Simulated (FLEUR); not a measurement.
Band structure of Al (Fm-3m, 1 atom in the cell).

```
Al
1.0
    0.00000     2.00272     2.00272
    2.00272     0.00000     2.00272
    2.00272     2.00272     0.00000
Al
1
Cartesian
  0.00000   0.00000   0.00000
```

Level of theory: PBE, all-electron FLAPW (FLEUR), scalar-relativistic valence run with FLEUR.

Settings: Kmax = 4 1/bohr; GmaxXC = 16 1/bohr; xcFunctional = pbe; jspins = 1; l_soc = F; mode = hist; fermiSmearingEnergy = 0.00367493 Htr; mesh (inpgen div1-3) = 14 14 14; inpgen gamma flag = true; Gmax = 16 1/bohr; numbands = 0; maxIterBroyd = 40; imix = Anderson; alpha = 0.05.

The starting cell has typed, rounded lattice constants, without a prior relaxation at this level. Its lattice was rescaled by a random factor within 2.5 % of one. Values depend on the basis (sphere radii, cutoffs, local orbitals), which need not be converged.

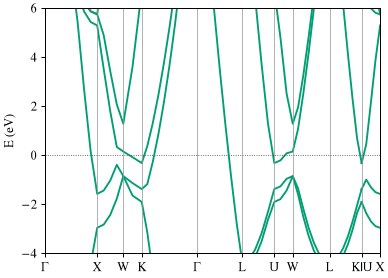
Figure: Bands along the path, energies from the Fermi level.

Levels in eV from the Fermi level, bands 1 to 4:
```tsv
point	1	2	3	4
Γ	-11.30	12.78	12.78	12.78
X	-2.97	-1.59	5.28	5.74
W	-0.86	-0.86	0.14	1.28
K	-1.92	-1.39	-0.33	6.72
L	-4.68	-4.40	11.60	11.60
U	-1.92	-1.39	-0.33	6.72
```
